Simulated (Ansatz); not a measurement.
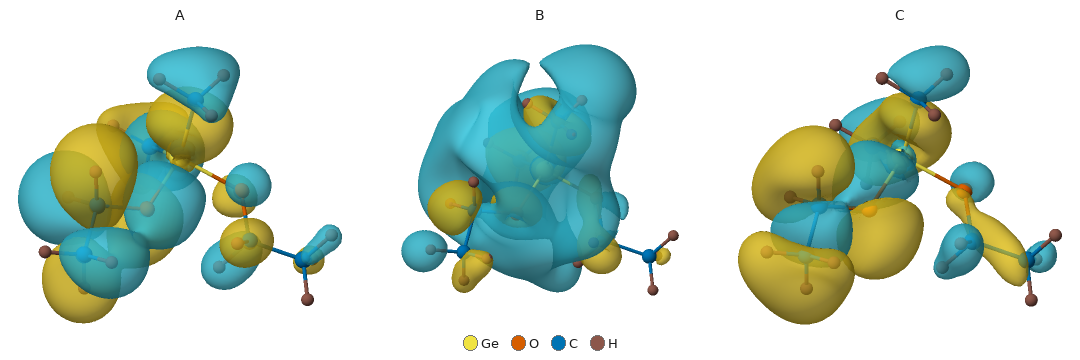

C6H16GeO2 (charge +1, doublet). Three frontier orbitals at ±0.04 Å⁻³ᐟ² (yellow and cyan are the two phases), in no order.

Geometry: PBE-D4/def2-SVP.

Level of theory: UKS PBE0-D4/def2-TZVP (Ansatz).

```xyz
25

Ge   -1.1303    0.0140   -0.2138
O    -0.8126    0.0507    1.5997
C     0.4896    0.0891    2.1061
C     0.5289    0.0183    3.6088
H     1.1073   -0.7101    1.5996
H     1.0117    1.0051    1.6978
H     1.5762    0.0704    3.9641
H    -0.0384    0.8564    4.0624
H     0.0798   -0.9284    3.9727
O     0.6001    0.0740   -0.7797
C     1.0352   -0.0270   -2.1324
C     2.5452   -0.0359   -2.2024
H     0.5982   -0.9450   -2.6001
H     0.6109    0.8296   -2.7164
H     2.8733   -0.0994   -3.2585
H     2.9691    0.8892   -1.7636
H     2.9621   -0.9061   -1.6573
C    -2.0675    1.6723   -0.6324
H    -2.2879    1.6831   -1.7176
H    -1.4262    2.5306   -0.3591
H    -3.0104    1.6958   -0.0529
C    -1.9400   -1.7218   -0.5802
H    -2.8800   -1.7999   -0.0010
H    -1.2368   -2.5205   -0.2795
H    -2.1575   -1.7846   -1.6644
```

**Which picture is the HOMO−1, the HOMO and the LUMO? All are α orbitals.**

C is the HOMO−1 (α) (−12.89 eV). By Hirshfeld shares it lies mainly on O10 (about 40 %), C11 (about 15 %), C12 (about 15 %) and Ge1 (about 5 %). A is the HOMO (α) (−12.32 eV). Its weight (Hirshfeld) is mainly on O10 (about 35 %), C11 (about 15 %), H14 (about 10 %) and H13 (about 10 %). B is the LUMO (α) (−3.61 eV). By Hirshfeld shares it lies mainly on Ge1 (about 25 %), C18 (about 10 %), O10 (about 10 %), C22 (about 10 %) and C11 (about 5 %).

**What is the gap between the highest occupied and lowest empty α orbitals?**

8.71 eV between the orbital energies.
